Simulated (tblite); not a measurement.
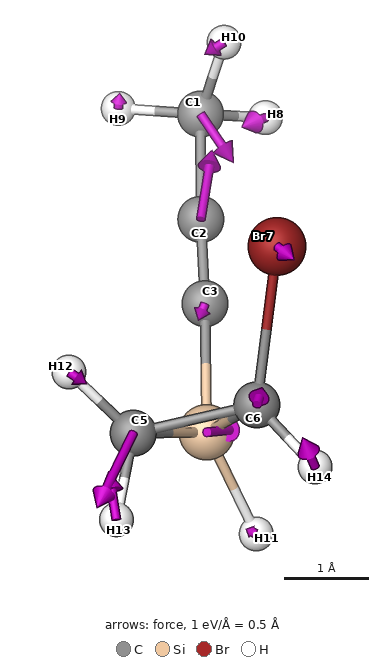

Starting geometry of C5H7BrSi with the computed forces as purple arrows. A ball-and-stick model, seen from a free direction.

Level of theory: GFN2-xTB geometry optimisation, gas phase in tblite 0.8.0. 

Question: Is this structure relaxed? If not, where do the atoms go?

Answer: It isn't relaxed: the largest force vector, on a C atom, is 2.46 eV/Å. The final displacements follow the starting forces only in part (cosine between the two patterns 0.31). After 60 geometry steps the energy has fallen by 8.91 kcal/mol. The Br atom moves most after the best rigid fit: 0.33 Å. By element the largest moves are Br 0.33 Å, H 0.23 Å, Si 0.16 Å, C 0.09 Å. Near-neighbour distances that change, for instance: C–Si 1.834 → 1.888 Å, C–C 1.491 → 1.441 Å, C–H 1.130 → 1.083 Å, H–Si 1.463 → 1.450 Å. Among the angles between lasting bonds that change: Br–C–H 119.8° → 107.9°, Si–C–H 114.4° → 122.2°, Si–C–Br 114.4° → 122.0°. Cost: 0.72 s on 1 thread of Arm Neoverse N1 (shared host).
